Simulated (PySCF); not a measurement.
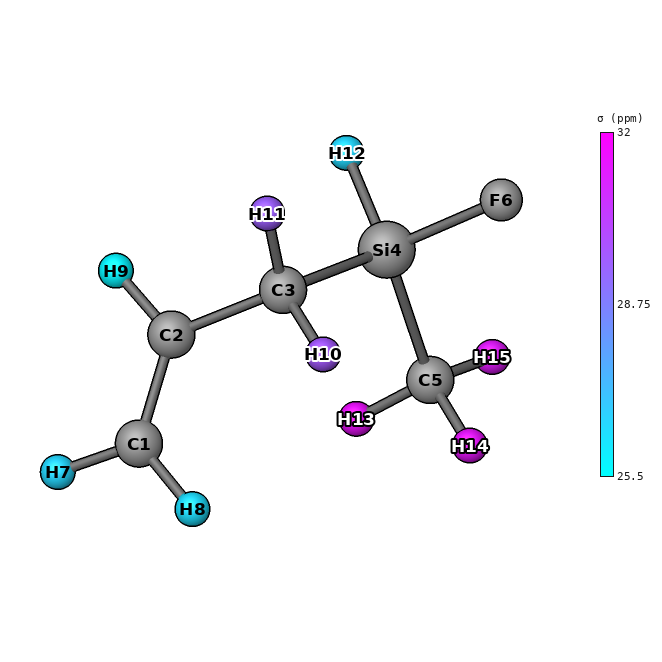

Atoms are coloured by their isotropic NMR shieldings (H only, the others grey). Computed geometry: GFN2-xTB optimisation. No frequency run is at hand to confirm it as a minimum. Level of theory: GIAO PBE0/pcSseg-1 NMR shielding, non-relativistic, gas phase (PySCF 2.14.0).

Give the isotropic NMR shieldings of the H atoms atom by atom.

```
atom  σ (ppm)
  H7    26.51
  H8    26.32
  H9    25.76
 H10    29.70
 H11    29.52
 H12    26.46
 H13    31.53
 H14    31.43
 H15    31.28
```

The geometry is semi-empirical. Around Si such bond lengths and angles can be off by a tenth of an ångström or more and by several degrees, and values that hang on the shape move with them.
